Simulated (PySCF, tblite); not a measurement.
**C₆H₆NO radical: geometry, infrared bands and EPR parameters**

Aim: predict the infrared bands and EPR parameters of C₆H₆NO radical (`C=[C]C#CCNC=O`).

Programs: tblite 0.8.0 and PySCF 2.14.0, with density-fitted response routines of our own. Each step states its level of theory. These are calculated values for one molecule in the gas phase, unless marked as measured. Atoms count from 0, in the outputs and in this text.

## 1. The starting structure

14 atoms, charge 0, multiplicity 2; geometry from: force field or distance geometry start.

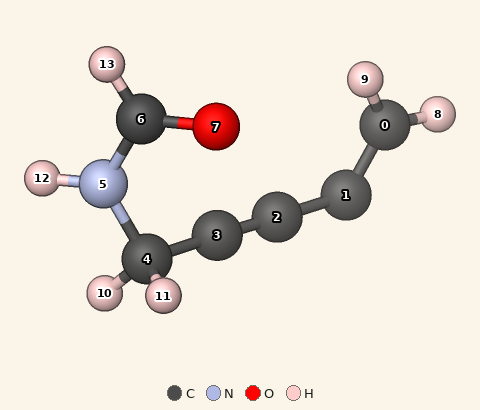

The starting geometry (carbon dark grey, nitrogen light blue, oxygen red, hydrogen pink), atoms numbered.

## 2. Optimising the geometry with GFN2-xTB

What the job is given:

```
{"job": {"kind": "relax", "xc": "GFN2-xTB", "basis": "xTB"}, "charge": 0, "multiplicity": 2}
C      3.007000     1.156500     0.743200
C      2.723400    -0.117400     0.559600
C      1.404600    -0.580600     0.338200
C      0.275300    -0.972500     0.127200
C     -1.084800    -1.455000    -0.077500
N     -1.814600    -0.401700    -0.778000
C     -1.985100     0.907800    -0.215100
O     -1.487100     1.172500     0.941800
H      4.048300     1.405900     0.917600
H      2.233200     1.933000     0.725300
H     -0.996100    -2.303500    -0.824400
H     -1.573800    -1.777800     0.843500
H     -2.219400    -0.627500    -1.717400
H     -2.531700     1.659800    -0.766000
```

Started as:

```
> OMP_NUM_THREADS=1 python probes_run.py task.json out
```

The driver reads the jobs from task.json and runs them one after another.

Output:

```text
step      E/eV     max force
  0    -617.13299    5.228
  1    -617.57941    4.940
  2    -617.76633    1.755
  3    -617.83495    1.451
  4    -617.89067    1.088
  5    -617.91933    0.474
  6    -617.93929    0.380
  7    -617.96826    0.494
  8    -617.98725    0.411
  9    -618.00584    0.352
 10    -618.02300    0.339
 11    -618.03936    0.426
 12    -618.06162    0.446
 13    -618.08422    0.509
 14    -618.10644    0.438
 15    -618.12747    0.453
 16    -618.14539    0.347
 17    -618.15688    0.277
 18    -618.16408    0.210
 19    -618.17089    0.318
 20    -618.17848    0.427
 21    -618.18827    0.293
 22    -618.19685    0.181
 23    -618.19991    0.163
 24    -618.20416    0.204
 25    -618.20974    0.243
 26    -618.21498    0.195
 27    -618.21858    0.145
 28    -618.22067    0.152
 29    -618.22293    0.191
 30    -618.22549    0.170
 31    -618.22835    0.103
 32    -618.22907    0.085
 33    -618.22979    0.089
 34    -618.23070    0.123
 35    -618.23234    0.122
 36    -618.23407    0.111
 37    -618.23537    0.098
 38    -618.23622    0.084
 39    -618.23709    0.091
 40    -618.23854    0.104
 41    -618.24080    0.134
 42    -618.24381    0.164
 43    -618.24754    0.199
 44    -618.25243    0.207
 45    -618.25843    0.190
 46    -618.26525    0.191
 47    -618.27238    0.199
 48    -618.27939    0.183
 49    -618.28232    0.424
 50    -618.26841    1.510
 51    -618.27756    0.804
 52    -618.28835    0.431
 53    -618.29481    0.184
 54    -618.29720    0.174
 55    -618.30095    0.373
 56    -618.30702    0.363
 57    -618.31170    0.276
 58    -618.31571    0.218
 59    -618.32018    0.251
 60    -618.32495    0.280
 61    -618.32859    0.164
 62    -618.33325    0.245
 63    -618.33785    0.255
 64    -618.34228    0.196
 65    -618.34569    0.185
 66    -618.34847    0.138
 67    -618.34754    0.403
 68    -618.35182    0.121
 69    -618.35323    0.080
 70    -618.35628    0.129
 71    -618.35731    0.104
 72    -618.35843    0.086
 73    -618.35944    0.092
 74    -618.36084    0.135
 75    -618.36274    0.170
 76    -618.36517    0.228
 77    -618.36752    0.151
 78    -618.36854    0.372
 79    -618.37054    0.107
 80    -618.37165    0.075
 81    -618.37308    0.073
 82    -618.37373    0.073
 83    -618.37421    0.061
 84    -618.37448    0.057
 85    -618.37482    0.060
 86    -618.37527    0.066
 87    -618.37595    0.057
 88    -618.37624    0.073
 89    -618.37642    0.051
 90    -618.37656    0.039
 91    -618.37678    0.043
 92    -618.37697    0.071
 93    -618.37717    0.041
 94    -618.37731    0.049
 95    -618.37743    0.057
 96    -618.37762    0.055
 97    -618.37783    0.054
 98    -618.37800    0.045
 99    -618.37811    0.034
100    -618.37821    0.027
101    -618.37838    0.037
102    -618.37864    0.041
103    -618.37894    0.050
104    -618.37921    0.052
105    -618.37936    0.035
106    -618.37947    0.037
107    -618.37955    0.039
108    -618.37977    0.059
109    -618.37993    0.046
110    -618.38018    0.047
111    -618.38041    0.048
112    -618.38066    0.037
113    -618.38096    0.042
114    -618.38123    0.054
115    -618.38140    0.080
116    -618.38160    0.034
117    -618.38169    0.026
118    -618.38180    0.020
119    -618.38188    0.028
120    -618.38193    0.044
121    -618.38201    0.042
122    -618.38214    0.032
123    -618.38230    0.030
124    -618.38243    0.022
125    -618.38251    0.023
126    -618.38255    0.020
127    -618.38260    0.020
128    -618.38264    0.017
129    -618.38267    0.015
130    -618.38269    0.015
131    -618.38272    0.018
132    -618.38277    0.024
133    -618.38288    0.028
134    -618.38303    0.037
135    -618.38322    0.040
136    -618.38344    0.036
137    -618.38368    0.039
138    -618.38384    0.042
139    -618.38396    0.021
140    -618.38400    0.016
141    -618.38403    0.009
```

Wall time 0.6 s (1 thread of Arm Neoverse V2, shared host).

Along the way: (not every step is listed)

| step | energy from step 0 (eV) | largest force (eV/Å) |
| --- | --- | --- |
| 0 | 0.0000 | 5.2279 |
| 1 | -0.4464 | 4.9400 |
| 2 | -0.6333 | 1.7547 |
| 3 | -0.7020 | 1.4514 |
| 4 | -0.7577 | 1.0884 |
| 5 | -0.7863 | 0.4742 |
| 6 | -0.8063 | 0.3804 |
| 7 | -0.8353 | 0.4935 |
| 8 | -0.8543 | 0.4114 |
| 20 | -1.0455 | 0.4274 |
| 32 | -1.0961 | 0.0852 |
| 44 | -1.1194 | 0.2067 |
| 56 | -1.1740 | 0.3628 |
| 68 | -1.2188 | 0.1208 |
| 80 | -1.2387 | 0.0751 |
| 92 | -1.2440 | 0.0707 |
| 104 | -1.2462 | 0.0524 |
| 116 | -1.2486 | 0.0335 |
| 128 | -1.2497 | 0.0172 |
| 136 | -1.2505 | 0.0356 |
| 137 | -1.2507 | 0.0387 |
| 138 | -1.2509 | 0.0417 |
| 139 | -1.2510 | 0.0211 |
| 140 | -1.2510 | 0.0164 |
| 141 | -1.2510 | 0.0092 |

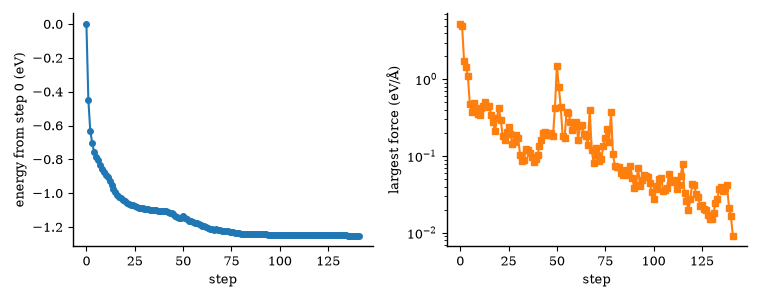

Energy and largest force along the relaxation.

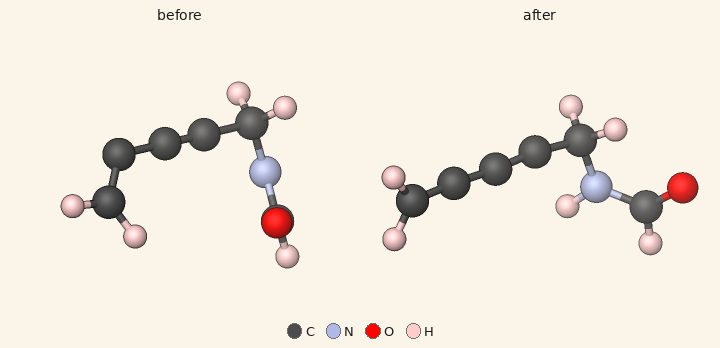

Before and after, at one scale.

Distances of close pairs at the start and the end, largest changes first:

| bond | before (Å) | after (Å) | change (Å) |
| --- | --- | --- | --- |
| C1–C2 | 1.415 | 1.308 | -0.107 |
| N5–C6 | 1.436 | 1.344 | -0.091 |
| C6–O7 | 1.287 | 1.205 | -0.082 |
| N5–H12 | 1.048 | 1.008 | -0.040 |
| C4–H10 | 1.134 | 1.099 | -0.035 |
| C6–H13 | 1.081 | 1.107 | +0.026 |
| C0–C1 | 1.318 | 1.295 | -0.023 |
| C2–C3 | 1.214 | 1.233 | +0.019 |

The next job starts from the end point, and lists it.

## 3. Harmonic vibrations with GFN2-xTB

What the job is given:

```
{"job": {"kind": "ir", "xc": "GFN2-xTB", "basis": "xTB"}, "charge": 0, "multiplicity": 2}
C      3.737317     1.040890     0.665522
C      2.593916     0.445785     0.543244
C      1.410978    -0.082844     0.363079
C      0.328031    -0.663646     0.260773
C     -0.995256    -1.155158    -0.017439
N     -1.799026    -0.172809    -0.741217
C     -2.979501     0.263106    -0.268072
O     -3.524476    -0.144773     0.726310
H      4.535257     0.634252     1.273630
H      3.963780     1.976810     0.168463
H     -0.931836    -2.083923    -0.601630
H     -1.538520    -1.360855     0.912906
H     -1.382474     0.257469    -1.551781
H     -3.418870     1.045223    -0.915879
```

Output:

```text
mode    cm-1     km/mol
  1      31.2      5.00
  2      60.3      7.45
  3     107.1      0.62
  4     128.6      7.35
  5     137.2      0.63
  6     235.8     16.94
  7     252.7     18.93
  8     268.2      5.25
  9     282.0     24.50
 10     432.7      0.73
 11     441.9     27.27
 12     508.0     56.31
 13     685.8      5.57
 14     765.6      3.30
 15     825.4     33.02
 16     913.1      5.54
 17     930.0      3.97
 18     942.1     17.50
 19     997.3     10.97
 20    1154.7     17.30
 21    1175.7     57.34
 22    1193.6     16.45
 23    1289.6      8.84
 24    1368.0      4.60
 25    1383.4      8.38
 26    1400.0    139.85
 27    1408.9     18.93
 28    1768.0    682.97
 29    1907.3     45.19
 30    2138.0     71.34
 31    2766.0    170.62
 32    2878.3     32.93
 33    2926.3      6.40
 34    2986.3     15.69
 35    3010.9     17.67
 36    3455.7      6.41
```

Run time: 0.29 s. Hardware: 1 thread of Arm Neoverse V2, shared host.

The strongest bands and the atoms that carry them (share of the mass-weighted mode):

| cm⁻¹ | km/mol | atoms |
| --- | --- | --- |
| 508 | 56.3 | H12 83 % |
| 825 | 33.0 | H8 40 %, H9 38 %, C0 21 % |
| 1176 | 57.3 | H12 34 %, H10 15 %, C6 14 %, N5 12 % |
| 1400 | 139.8 | N5 28 %, H12 21 %, C6 17 %, H13 14 % |
| 1768 | 683.0 | C6 63 %, O7 34 % |
| 1907 | 45.2 | C1 61 %, C0 24 %, C3 14 % |
| 2138 | 71.3 | C2 51 %, C3 39 % |
| 2766 | 170.6 | H13 94 % |

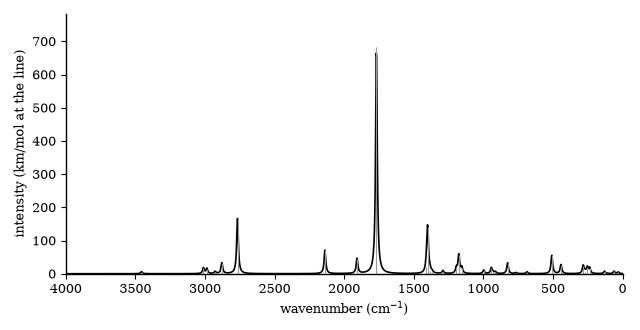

The infrared spectrum from these modes, unscaled. Lines are broadened to a width of 14 cm⁻¹ (Lorentzian).

## 4. EPR parameters: B3LYP/pcH-1

The job, as its differences from that of step 3:

```diff
@@ -1,2 +1,2 @@
-{"job": {"kind": "ir", "xc": "GFN2-xTB", "basis": "xTB"}, "charge": 0, "multiplicity": 2}
+{"job": {"kind": "epr", "basis": "pcH-1"}, "charge": 0, "multiplicity": 2}
 C      3.737317     1.040890     0.665522
```

Level: UKS B3LYP, pcH-1 on C H N O, non-relativistic, mean-field spin-orbit, GIAO.

Output:

```text
UKS, coarse grid
  cycle   1  E = -361.94507583  |g| = 6.44e-01
  cycle   2  E = -360.94251953  |g| = 1.62e+00
  cycle   3  E = -362.09289430  |g| = 1.96e-01
  cycle   4  E = -362.10923659  |g| = 9.83e-02
  cycle   5  E = -362.11305817  |g| = 3.63e-02
  cycle   6  E = -362.11365880  |g| = 9.70e-03
  cycle   7  E = -362.11372705  |g| = 6.28e-03
  cycle   8  E = -362.11376308  |g| = 3.37e-03
  cycle   9  E = -362.11378367  |g| = 2.52e-03
  cycle  10  E = -362.11379112  |g| = 1.29e-03
  cycle  11  E = -362.11379399  |g| = 7.92e-04
UKS, final grid
  cycle   1  E = -362.11378311  |g| = 1.20e-03
  cycle   2  E = -362.11378167  |g| = 2.37e-03
  cycle   3  E = -362.11378402  |g| = 3.37e-04
  cycle   4  E = -362.11378412  |g| = 1.78e-04
  cycle   5  E = -362.11378424  |g| = 1.94e-04
  cycle   6  E = -362.11378429  |g| = 6.84e-05
  cycle   7  E = -362.11378430  |g| = 1.70e-05
E = -362.11378430 Eh   <S^2> = 0.7762 (exact 0.7500)
g shifts (ppm)      1          2          3
  rmc          -152       -152       -152
  gc             41          4         40
  oz_so       -1132        -21        570
  total       -1243       -169        457
hyperfine (MHz)  atom isotope    a_iso     a_fc   dipolar eigenvalues
    0   13C     -48.79     -48.79    -15.94      5.60     10.34
    1   13C      61.96      61.96    -62.27    -45.32    107.59
    2   13C     -71.54     -71.54    -20.98     -3.26     24.25
    3   13C      64.78      64.78    -52.10    -32.71     84.81
    4   13C     -10.90     -10.90     -0.74     -0.43      1.17
    5   14N      17.80      17.80     -1.97     -1.92      3.88
    6   13C      -0.24      -0.24     -0.65     -0.53      1.19
    7   17O      -0.82      -0.82     -3.43      1.41      2.02
    8    1H     126.56     126.56     -3.67     -2.88      6.54
    9    1H     132.17     132.17     -3.46     -2.49      5.94
   10    1H      12.93      12.93     -3.62     -2.82      6.44
   11    1H      34.12      34.12     -3.68     -2.58      6.27
   12    1H      -2.40      -2.40     -4.19     -0.95      5.15
   13    1H       7.89       7.89     -0.93     -0.61      1.54
```

It took 62 s on 1 thread of Arm Neoverse V2, shared host; peak memory 0.9 GiB.

Principal g values 2.00108, 2.00215, 2.00278; g(iso) = 2.00200, against 2.00232 for a free electron.

Mean a(iso) over the nuclei that a row names, and the largest dipolar term of the row (other rows stand at the frozen geometry):

| nuclei | isotope | a(iso) (MHz) | a(iso) (G, at g = 2.0023) | largest dipolar term (MHz) |
| --- | --- | --- | --- | --- |
| H9 | 1H | 132.2 | 47.2 | 5.9 |
| H8 | 1H | 126.6 | 45.2 | 6.5 |
| C2 | 13C | -71.5 | -25.5 | 24.2 |
| C3 | 13C | 64.8 | 23.1 | 84.8 |
| C1 | 13C | 62.0 | 22.1 | 107.6 |
| C0 | 13C | -48.8 | -17.4 | -15.9 |
| H10, H11 | 1H | 23.5 | 8.4 | 6.4 |
| N5 | 14N | 17.8 | 6.4 | 3.9 |
| C4 | 13C | -10.9 | -3.9 | 1.2 |
| H13 | 1H | 7.9 | 2.8 | 1.5 |
| H12 | 1H | -2.4 | -0.9 | 5.1 |
| O7 | 17O | -0.8 | -0.3 | -3.4 |
| C6 | 13C | -0.2 | -0.1 | 1.2 |

Mulliken spin populations:

C0 -0.16; C1 0.69; C2 -0.26; C3 0.60; C4 -0.04; N5 0.03; C6 0.00; O7 0.01; H8 0.05; H9 0.06; H10 0.01; H11 0.01; H12 0.00; H13 0.00

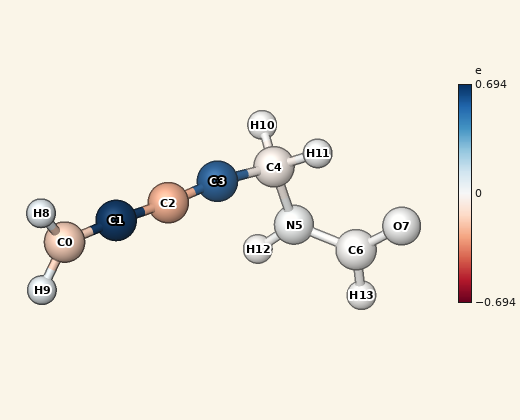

Mulliken spin populations, as colours on the atoms.

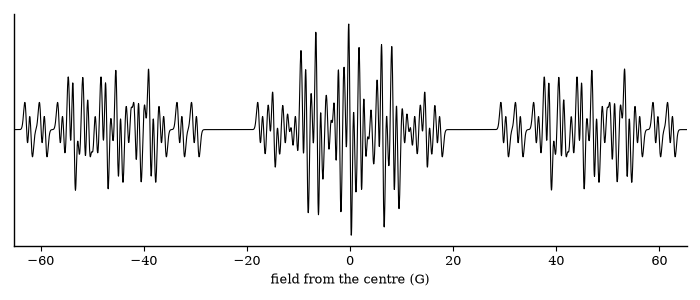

First-order isotropic spectrum (first derivative, main isotopes with spin only, couplings over 0.8 MHz, Gaussian width 0.3 G; couplings of the frozen geometry, rotation of groups not averaged beyond the rows shown).

The fields below are evaluated on a grid from the run's orbitals.

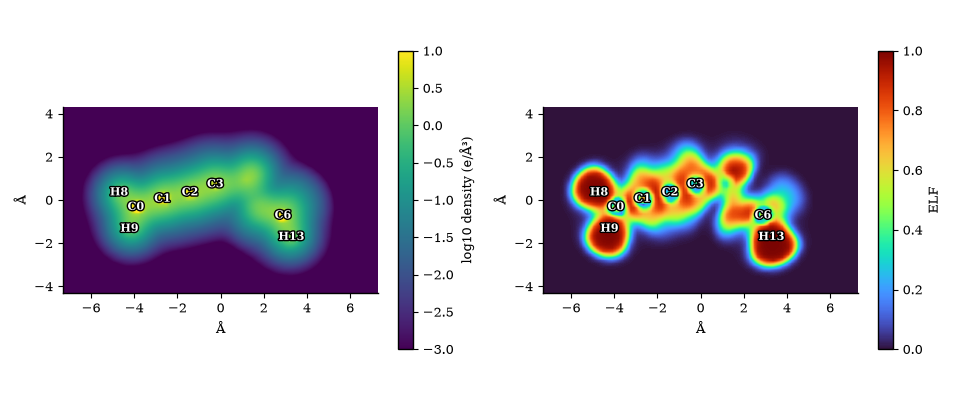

Density (left) and ELF (right) in a plane through or near 8 of the atoms.

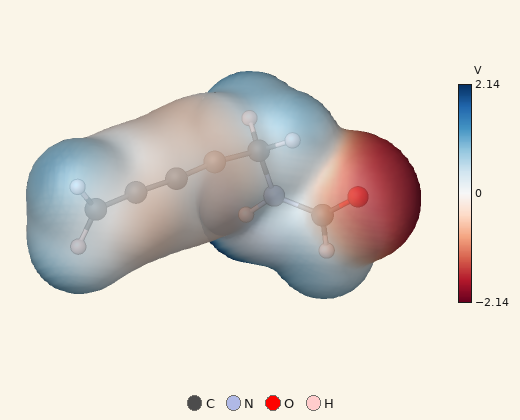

Electrostatic potential on the surface of density 0.002 e/bohr³; red is low, blue high. It runs from -1.86 V near O7 to 2.14 V near H12.

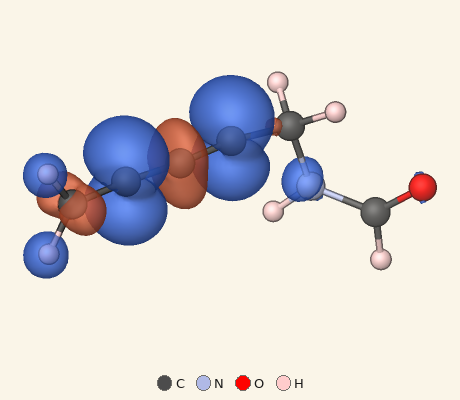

Spin density at ±0.03 e/Å³ (alpha excess blue, beta excess red).

## 5. Outcome

```
                                 quantity                  value
strongest single infrared mode (GFN2-xTB)  1768 cm⁻¹, 683 km/mol
             zero-point energy (GFN2-xTB)          61.7 kcal/mol
                           g(iso) (B3LYP)                2.00200
                                     ⟨S²⟩     0.776 (exact 0.75)
       largest a(iso) (averaged by class)    1H on H9, 132.2 MHz
    surface potential, least and greatest     -1.86 V and 2.14 V
```

**Reading.** Relaxing lowered the energy by 1.251 eV in 141 steps; the close pair that moved most is C1–C2, from 1.415 to 1.308 Å. All 36 modes are real, so the xTB geometry is a minimum. The strongest single mode, at 1768 cm⁻¹, moves mainly C6 and O7. GFN2-xTB is a fitted tight-binding method: band positions and strengths are rough. Its intensities can rank the bands wrongly. The largest spin populations lie on C1 (0.69 e), C3 (0.60 e). The isotropic g lies 0.3 ppt below the free-electron value.
